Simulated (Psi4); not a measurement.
# C3H10Si (SMILES C[SiH](C)C) at CAM-B3LYP-D3(BJ)/6-311G(d,p) (density fitting)

Wanted: molecular dynamics of C3H10Si. 

The calculation is run with Psi4 1.11.

### Step 1. The system as given

C3H10Si has 14 atoms, charge 0, and is taken as a singlet. SMILES: `C[SiH](C)C`. The shape is that of a PBE0-D4/def2-TZVP (4 decimals) optimisation. The run starts from this shape.

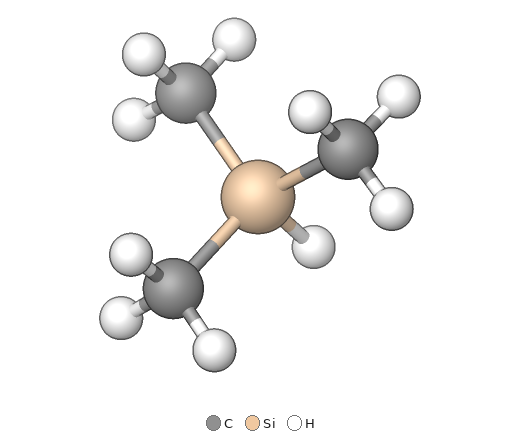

Viewed from a chosen angle; carbon grey, silicon light orange, hydrogen white.

### Step 2. A short trajectory at CAM-B3LYP-D3(BJ)/6-311G(d,p) (density fitting)

Contents of c3h10si.sdf:

```

     RDKit          3D

 14 13  0  0  0  0  0  0  0  0999 V2000
   -0.9568    1.0826   -1.0384 C   0  0  0  0  0  0  0  0  0  0  0  0
   -0.3388   -0.0146    0.3489 Si  0  0  0  0  0  4  0  0  0  0  0  0
    1.2394    0.6841    1.0778 C   0  0  0  0  0  0  0  0  0  0  0  0
   -0.0513   -1.7567   -0.2776 C   0  0  0  0  0  0  0  0  0  0  0  0
   -1.8881    0.6972   -1.4609 H   0  0  0  0  0  0  0  0  0  0  0  0
   -1.1459    2.0987   -0.6831 H   0  0  0  0  0  0  0  0  0  0  0  0
   -0.2216    1.1413   -1.8459 H   0  0  0  0  0  0  0  0  0  0  0  0
   -1.3795   -0.0593    1.4204 H   0  0  0  0  0  0  0  0  0  0  0  0
    2.0290    0.7335    0.3228 H   0  0  0  0  0  0  0  0  0  0  0  0
    1.6018    0.0635    1.9012 H   0  0  0  0  0  0  0  0  0  0  0  0
    1.0818    1.6941    1.4643 H   0  0  0  0  0  0  0  0  0  0  0  0
   -0.9688   -2.1840   -0.6898 H   0  0  0  0  0  0  0  0  0  0  0  0
    0.7069   -1.7673   -1.0657 H   0  0  0  0  0  0  0  0  0  0  0  0
    0.2919   -2.4131    0.5260 H   0  0  0  0  0  0  0  0  0  0  0  0
  2  1  1  0
  3  2  1  0
  4  2  1  0
  5  1  1  0
  6  1  1  0
  7  1  1  0
  8  2  1  0
  9  3  1  0
 10  3  1  0
 11  3  1  0
 12  4  1  0
 13  4  1  0
 14  4  1  0
M  END
$$$$
```

Contents of run_ase.py:

```python
import numpy as np
from ase.calculators.psi4 import Psi4
from ase.io import read
from ase import units
from ase.md.velocitydistribution import MaxwellBoltzmannDistribution, Stationary
from ase.md.verlet import VelocityVerlet

atoms = read('c3h10si.sdf')
calc = Psi4(atoms=atoms, method='cam-b3lyp-d3bj', basis='6-311G**', memory='1600MB', num_threads=1, charge=0, multiplicity=1, label='calc', reference='rks')
atoms.calc = calc

MaxwellBoltzmannDistribution(atoms, temperature_K=1000.0, rng=np.random.default_rng(565))
Stationary(atoms)
dyn = VelocityVerlet(atoms, 0.5 * units.fs)
def show():
    ep, ek = atoms.get_potential_energy(), atoms.get_kinetic_energy()
    print(f'step {dyn.nsteps:3d}  Epot {ep:14.6f}  Ekin {ek:9.6f}  Etot {ep + ek:14.6f} eV  T {atoms.get_temperature():7.1f} K')
dyn.attach(show)
dyn.run(15)
```

Launch:

```sh
python run_ase.py
```

calc.dat:

```text
gradient() will perform analytic gradient computation.

   => Loading Basis Set <=

    Name: 6-311G**
    Role: ORBITAL
    Keyword: BASIS

   => CAM-B3LYP-D3(BJ): Empirical Dispersion <=

        s6 =       1.000000
        s8 =       2.067400
        a1 =       0.370800
        a2 =       5.474300

         ---------------------------------------------------------
                                   SCF
                              RKS Reference
                        1 Threads,   1525 MiB Core
         ---------------------------------------------------------

  ==> Geometry <==

    Molecular point group: c1
    Full point group: C1

    Geometry (in Angstrom), charge = 0, multiplicity = 1:

       Center              X                  Y                   Z               Mass
    ------------   -----------------  -----------------  -----------------  -----------------
         C           -0.797738569729     1.153472168825    -1.036856539488    12.000000000000
         SI          -0.249275423344    -0.009887962150     0.264011947995    27.976926534650
         C            1.365872069551     0.676270872751     0.911418915605    12.000000000000
         C           -0.044004093450    -1.815154396695    -0.381467155099    12.000000000000
         H           -1.714098602354     0.632996098074    -1.345914657952     1.007825032230
         H           -1.089366919331     2.179015757247    -0.840423924608     1.007825032230
         H           -0.090663754345     1.104749565522    -1.847592859921     1.007825032230
         H           -1.429693834538    -0.098237792192     1.177107594815     1.007825032230
         H            2.068270554528     0.845715438682     0.174669998559     1.007825032230
         H            1.835307176513     0.139171056996     1.710783428333     1.007825032230
         H            1.177377227592     1.659366333132     1.186711345539     1.007825032230
         H           -0.973740135319    -1.999139305652    -0.937663533163     1.007825032230
         H            0.813065717917    -1.870005809022    -1.068138510941     1.007825032230
         H            0.082635970900    -2.492848916427     0.497195439412     1.007825032230

  Running in c1 symmetry.

  Rotational constants: A =      0.18974  B =      0.16906  C =      0.10557 [cm^-1]
  Rotational constants: A =   5688.28637  B =   5068.14500  C =   3164.96980 [MHz]
  Nuclear repulsion =  176.234265769805944

  Charge       = 0
  Multiplicity = 1
  Electrons    = 42
  Nalpha       = 21
  Nbeta        = 21

  ==> Algorithm <==

  SCF Algorithm Type is DF.
  DIIS enabled.
  MOM disabled.
  Fractional occupation disabled.
  Guess Type is SAD.
  Energy threshold   = 1.00e-08
  Density threshold  = 1.00e-08
  Integral threshold = 1.00e-12

  ==> Primary Basis <==

  Basis Set: 6-311G**
    Blend: 6-311G**
    Number of shells: 76
    Number of basis functions: 140
    Number of Cartesian functions: 144
    Spherical Harmonics?: true
    Max angular momentum: 2

  ==> DFT Potential <==

   => LibXC <=

    Version 7.1.2

   => Composite Functional: CAM-B3LYP-D3BJ2B <=

    CAM-B3LYP-d3bj2b Hyb-GGA Exchange-Correlation Functional

    Deriv               =              1
    GGA                 =           TRUE
    Meta                =          FALSE

    Exchange Hybrid     =           TRUE
    MP2 Hybrid          =          FALSE

   => Exchange Functionals <=

    0.3500         Becke 88 [omega = 0.3300]
    0.4600   Short-range recipe for B88 functional - erf [omega = 0.3300]

   => Exact (HF) Exchange <=

    0.4600            HF,LR [omega = 0.3300]
    0.1900               HF

   => Correlation Functionals <=

    0.1900   Vosko, Wilk & Nusair (VWN5)
    0.8100   Lee, Yang & Parr

   => LibXC Density Thresholds  <==

    XC_HYB_GGA_XC_CAM_B3LYP:  1.00E-14

   => Molecular Quadrature <=

    Radial Scheme          =       TREUTLER
    Pruning Scheme         =           NONE
    Nuclear Scheme         =       TREUTLER

    Blocking Scheme        =         OCTREE
    BS radius alpha        =              1
    Pruning alpha          =              1
    Radial Points          =             75
    Spherical Points       =            302
    Total Points           =         300044
    Total Blocks           =           2241
    Max Points             =            256
    Max Functions          =            140
    Weights Tolerance      =       1.00E-15

   => Loading Basis Set <=

    Name: (6-311G** AUX)
    Role: JKFIT
    Keyword: DF_BASIS_SCF

  ==> Integral Setup <==

  DFHelper Memory: AOs need 0.290 GiB; user supplied 0.290 GiB.
  SCF_SUBTYPE=INCORE selected. In-core MEM_DF algorithm will be used.
  Using in-core AOs.

  ==> MemDFJK: Density-Fitted J/K Matrices <==

    J tasked:                   Yes
    K tasked:                   Yes
    wK tasked:                  Yes
    Omega:                3.300E-01
    Memory [MiB]:               297
    Algorithm:                 Core
    Schwarz Cutoff:           1E-12
    Mask sparsity (%):       1.8980
    Fitting Condition:        1E-10

   => Auxiliary Basis Set <=

  Basis Set: (6-311G** AUX)
    Blend: CC-PVTZ-JKFIT
    Number of shells: 212
    Number of basis functions: 658
    Number of Cartesian functions: 783
    Spherical Harmonics?: true
    Max angular momentum: 4

  Cached 50.0% of DFT collocation blocks in 0.438 [GiB].

  Minimum eigenvalue in the overlap matrix is 3.2340424265E-03.
  Reciprocal condition number of the overlap matrix is 4.8213918200E-04.
    Using symmetric orthogonalization.

  ==> Pre-Iterations <==

  SCF Guess: Superposition of Atomic Densities via on-the-fly atomic UHF (no occupation information).

   -------------------------
    Irrep   Nso     Nmo
   -------------------------
     A        140     140
   -------------------------
    Total     140     140
   -------------------------

  ==> Iterations <==

                           Total Energy        Delta E     RMS |[F,P]|

   @DF-RKS iter SAD:  -409.06294003976541   -4.09063e+02   0.00000e+00
   @DF-RKS iter   1:  -409.34852147933242   -2.85581e-01   7.17455e-03 DIIS/ADIIS
   @DF-RKS iter   2:  -409.44900255030296   -1.00481e-01   5.98482e-03 DIIS/ADIIS
   @DF-RKS iter   3:  -409.81534130366509   -3.66339e-01   3.47150e-04 DIIS/ADIIS
   @DF-RKS iter   4:  -409.81642782637221   -1.08652e-03   7.59002e-05 DIIS
   @DF-RKS iter   5:  -409.81647829769628   -5.04713e-05   1.26896e-05 DIIS
   @DF-RKS iter   6:  -409.81648041453820   -2.11684e-06   6.29587e-06 DIIS
   @DF-RKS iter   7:  -409.81648079300021   -3.78462e-07   1.26004e-06 DIIS
   @DF-RKS iter   8:  -409.81648081115424   -1.81540e-08   2.52040e-07 DIIS
   @DF-RKS iter   9:  -409.81648081207504   -9.20807e-10   4.76326e-08 DIIS
   @DF-RKS iter  10:  -409.81648081210488   -2.98428e-11   2.38692e-08 DIIS
   @DF-RKS iter  11:  -409.81648081211057   -5.68434e-12   3.42675e-09 DIIS
  Energy and wave function converged.

  ==> Post-Iterations <==

   Electrons on quadrature grid:
      Ntotal   =   42.0000190966 ; deviation = 1.910e-05

    Orbital Energies [Eh]
    ---------------------

    Doubly Occupied:

       1A    -66.148305     2A    -10.222607     3A    -10.210992
       4A    -10.201543     5A     -5.325428     6A     -3.684842
       7A     -3.683378     8A     -3.683066     9A     -0.805438
      10A     -0.769725    11A     -0.756256    12A     -0.551437
      13A     -0.493481    14A     -0.483885    15A     -0.482330
      16A     -0.462105    17A     -0.459403    18A     -0.448779
      19A     -0.377732    20A     -0.365032    21A     -0.346275

    Virtual:

      22A      0.075712    23A      0.091556    24A      0.100383
      25A      0.126494    26A      0.136944    27A      0.151506
      28A      0.155907    29A      0.163920    30A      0.176073
      31A      0.178663    32A      0.187320    33A      0.191197
      34A      0.202790    35A      0.257285    36A      0.276687
      37A      0.286436    38A      0.297945    39A      0.315317
      40A      0.404973    41A      0.425635    42A      0.442660
      43A      0.458783    44A      0.468260    45A      0.484046
      46A      0.500381    47A      0.525676    48A      0.607287
      49A      0.620990    50A      0.633872    51A      0.643531
      52A      0.648963    53A      0.664117    54A      0.686875
      55A      0.700452    56A      0.718044    57A      0.731022
      58A      0.744513    59A      0.757169    60A      0.848747
      61A      0.874021    62A      0.884592    63A      0.922563
      64A      0.951925    65A      0.966230    66A      1.115332
      67A      1.137591    68A      1.151674    69A      1.184589
      70A      1.227173    71A      1.248062    72A      1.359574
      73A      1.381378    74A      1.449605    75A      1.500559
      76A      1.530624    77A      1.549375    78A      1.562857
      79A      1.573315    80A      1.592562    81A      1.611657
      82A      1.631540    83A      1.639495    84A      1.646571
      85A      1.665041    86A      1.698602    87A      1.736701
      88A      1.767869    89A      1.794114    90A      1.811263
      91A      1.837737    92A      1.842634    93A      1.860226
      94A      1.883237    95A      2.012844    96A      2.077125
      97A      2.104690    98A      2.175506    99A      2.205706
     100A      2.217164   101A      2.251500   102A      2.267104
     103A      2.305514   104A      2.329372   105A      2.412610
     106A      2.418762   107A      2.440234   108A      2.467703
     109A      2.528221   110A      2.548514   111A      2.562437
     112A      2.570272   113A      2.577556   114A      2.595137
     115A      2.616097   116A      2.629662   117A      2.677695
     118A      2.695326   119A      2.732301   120A      2.740628
     121A      2.847609   122A      2.902061   123A      2.954483
     124A      3.149901   125A      3.345783   126A      3.360971
     127A      3.781298   128A      3.797130   129A      3.816430
     130A      3.859183   131A      3.876973   132A      4.015730
     133A      5.738128   134A     11.487983   135A     11.554360
     136A     11.564570   137A     23.935617   138A     23.998215
     139A     24.110565   140A    141.080624

    Final Occupation by Irrep:
              A
    DOCC [    21 ]
    NA   [    21 ]
    NB   [    21 ]

  @DF-RKS Final Energy:  -409.81648081211057

   => Energetics <=

    Nuclear Repulsion Energy =            176.2342657698059440
    One-Electron Energy =                -911.4947929662374690
    Two-Electron Energy =                 355.6359652119197676
    DFT Exchange-Correlation Energy =     -30.1838173464012556
    Empirical Dispersion Energy =          -0.0081014811975294
    VV10 Nonlocal Energy =                  0.0000000000000000
    Total Energy =                       -409.8164808121105693

Computation Completed

Properties will be evaluated at   0.000000,   0.000000,   0.000000 [a0]

Properties computed using the SCF density matrix

 Multipole Moments:

 ------------------------------------------------------------------------------------
     Multipole            Electronic (a.u.)      Nuclear  (a.u.)        Total (a.u.)
 ------------------------------------------------------------------------------------

 L = 1.  Multiply by 2.5417464519 to convert [e a0] to [Debye]
 Dipole X            :         -0.4620761            0.6311948            0.1691187
 Dipole Y            :          0.0054988            0.0942649            0.0997637
 Dipole Z            :          1.0797166           -1.2066413           -0.1269247
 Magnitude           :                                                    0.2338029

 ------------------------------------------------------------------------------------

	total time  =         30 seconds =       0.50 minutes

         ------------------------------------------------------------
                                   SCF GRAD
         ------------------------------------------------------------

  ==> Geometry <==

    Molecular point group: c1
    Full point group: C1

    Geometry (in Angstrom), charge = 0, multiplicity = 1:

       Center              X                  Y                   Z               Mass
    ------------   -----------------  -----------------  -----------------  -----------------
         C           -0.797738569729     1.153472168825    -1.036856539488    12.000000000000
         SI          -0.249275423344    -0.009887962150     0.264011947995    27.976926534650
         C            1.365872069551     0.676270872751     0.911418915605    12.000000000000
         C           -0.044004093450    -1.815154396695    -0.381467155099    12.000000000000
         H           -1.714098602354     0.632996098074    -1.345914657952     1.007825032230
         H           -1.089366919331     2.179015757247    -0.840423924608     1.007825032230
         H           -0.090663754345     1.104749565522    -1.847592859921     1.007825032230
         H           -1.429693834538    -0.098237792192     1.177107594815     1.007825032230
         H            2.068270554528     0.845715438682     0.174669998559     1.007825032230
         H            1.835307176513     0.139171056996     1.710783428333     1.007825032230
         H            1.177377227592     1.659366333132     1.186711345539     1.007825032230
         H           -0.973740135319    -1.999139305652    -0.937663533163     1.007825032230
         H            0.813065717917    -1.870005809022    -1.068138510941     1.007825032230
         H            0.082635970900    -2.492848916427     0.497195439412     1.007825032230

  Nuclear repulsion =  176.234265769805944

  ==> Basis Set <==

  Basis Set: 6-311G**
    Blend: 6-311G**
    Number of shells: 76
    Number of basis functions: 140
    Number of Cartesian functions: 144
    Spherical Harmonics?: true
    Max angular momentum: 2

  ==> DFJKGrad: Density-Fitted SCF Gradients <==

    Gradient:                    1
    J tasked:                  Yes
    K tasked:                  Yes
    wK tasked:                 Yes
    Omega:               3.300E-01
    Integrals threads:           1
    Memory [MiB]:             1144
    Schwarz Cutoff:          1E-12
    Fitting Condition:       1E-10

   => Auxiliary Basis Set <=

  Basis Set: (6-311G** AUX)
    Blend: CC-PVTZ-JKFIT
    Number of shells: 212
    Number of basis functions: 658
    Number of Cartesian functions: 783
    Spherical Harmonics?: true
    Max angular momentum: 4

  ==> DFT Potential <==

   => LibXC <=

    Version 7.1.2

   => Composite Functional: CAM-B3LYP-D3BJ2B <=

    CAM-B3LYP-d3bj2b Hyb-GGA Exchange-Correlation Functional

    Deriv               =              1
    GGA                 =           TRUE
    Meta                =          FALSE

    Exchange Hybrid     =           TRUE
    MP2 Hybrid          =          FALSE

   => Exchange Functionals <=

    0.3500         Becke 88 [omega = 0.3300]
    0.4600   Short-range recipe for B88 functional - erf [omega = 0.3300]

   => Exact (HF) Exchange <=

    0.4600            HF,LR [omega = 0.3300]
    0.1900               HF

   => Correlation Functionals <=

    0.1900   Vosko, Wilk & Nusair (VWN5)
    0.8100   Lee, Yang & Parr

   => LibXC Density Thresholds  <==

    XC_HYB_GGA_XC_CAM_B3LYP:  1.00E-14

   => Molecular Quadrature <=

    Radial Scheme          =       TREUTLER
    Pruning Scheme         =           NONE
    Nuclear Scheme         =       TREUTLER

    Blocking Scheme        =         OCTREE
    BS radius alpha        =              1
    Pruning alpha          =              1
    Radial Points          =             75
    Spherical Points       =            302
    Total Points           =         300044
    Total Blocks           =           2241
    Max Points             =            256
    Max Functions          =            140
    Weights Tolerance      =       1.00E-15

  -Total Gradient:
     Atom            X                  Y                   Z
    ------   -----------------  -----------------  -----------------
       1        0.018634254201     0.012670011303     0.013245462899
       2       -0.009194534409     0.015775161150    -0.009162664421
       3        0.026137127901     0.026884529060    -0.017644267026
       4        0.001397797371    -0.022204310965    -0.007369499958
       5        0.000961486963    -0.005942913049     0.010180255547
       6       -0.004863336194    -0.002172352709    -0.007541408959
       7       -0.003917275793    -0.004215636127     0.011525033974
       8       -0.007467774484    -0.001822595982    -0.007657499614
       9       -0.030470425124     0.005936940359     0.040342506866
      10       -0.004524554341     0.005079740533    -0.011224139698
      11        0.011125178294    -0.038067859979    -0.023697580297
      12       -0.005227607011     0.009794169042    -0.003519308200
      13        0.004296225089     0.004762134297    -0.004458741884
      14        0.003132839566    -0.006461370840     0.017003141425

	total time  =         11 seconds =       0.18 minutes
```

On the terminal:

```text
step   0  Epot  -11152.244709  Ekin  1.252085  Etot  -11150.992624 eV  T   691.9 K
step   1  Epot  -11152.218485  Ekin  1.226616  Etot  -11150.991870 eV  T   677.8 K
step   2  Epot  -11152.151901  Ekin  1.161276  Etot  -11150.990625 eV  T   641.7 K
step   3  Epot  -11152.063359  Ekin  1.074015  Etot  -11150.989345 eV  T   593.5 K
step   4  Epot  -11151.972383  Ekin  0.984092  Etot  -11150.988291 eV  T   543.8 K
step   5  Epot  -11151.895412  Ekin  0.907806  Etot  -11150.987606 eV  T   501.7 K
step   6  Epot  -11151.843402  Ekin  0.856061  Etot  -11150.987341 eV  T   473.1 K
step   7  Epot  -11151.820820  Ekin  0.833324  Etot  -11150.987496 eV  T   460.5 K
step   8  Epot  -11151.825554  Ekin  0.837518  Etot  -11150.988036 eV  T   462.8 K
step   9  Epot  -11151.849438  Ekin  0.860539  Etot  -11150.988899 eV  T   475.5 K
step  10  Epot  -11151.879341  Ekin  0.889365  Etot  -11150.989976 eV  T   491.5 K
step  11  Epot  -11151.899092  Ekin  0.908018  Etot  -11150.991074 eV  T   501.8 K
step  12  Epot  -11151.892773  Ekin  0.900897  Etot  -11150.991876 eV  T   497.8 K
step  13  Epot  -11151.849826  Ekin  0.857863  Etot  -11150.991963 eV  T   474.1 K
step  14  Epot  -11151.771324  Ekin  0.780323  Etot  -11150.991001 eV  T   431.2 K
step  15  Epot  -11151.674459  Ekin  0.685367  Etot  -11150.989092 eV  T   378.7 K
```

Wall time 11 min (1 thread of Intel Xeon Platinum 8259CL at 2.50GHz (Skylake/Cascade Lake), shared host); peak memory 1.6 GiB.

The path in brief:

| step | potential energy change (eV) | largest force (eV/Å) |
| --- | --- | --- |
| 0 | 0.0000 | 0.1685 |
| 1 | 0.0262 | 0.8795 |
| 2 | 0.0928 | 1.5819 |
| 3 | 0.1814 | 2.1321 |
| 4 | 0.2723 | 2.5363 |
| 5 | 0.3493 | 2.8055 |
| 6 | 0.4013 | 2.9487 |
| 7 | 0.4239 | 2.9685 |
| 8 | 0.4192 | 2.8596 |
| 9 | 0.3953 | 2.6091 |
| 10 | 0.3654 | 2.1992 |
| 11 | 0.3456 | 1.6138 |
| 12 | 0.3519 | 1.3273 |
| 13 | 0.3949 | 1.2703 |
| 14 | 0.4734 | 1.7472 |
| 15 | 0.5703 | 2.6176 |

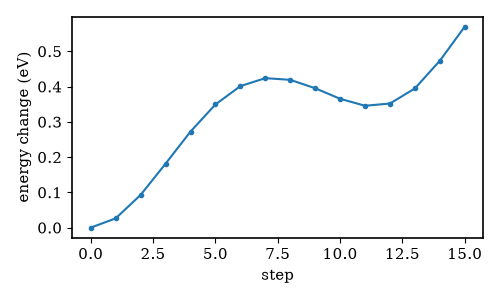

Energy along the run.

### Step 3. Results

At CAM-B3LYP-D3(BJ)/6-311G** (density fitting):

| quantity | value |
| --- | --- |
| potential energy of the last frame | -409.81648 Eh |
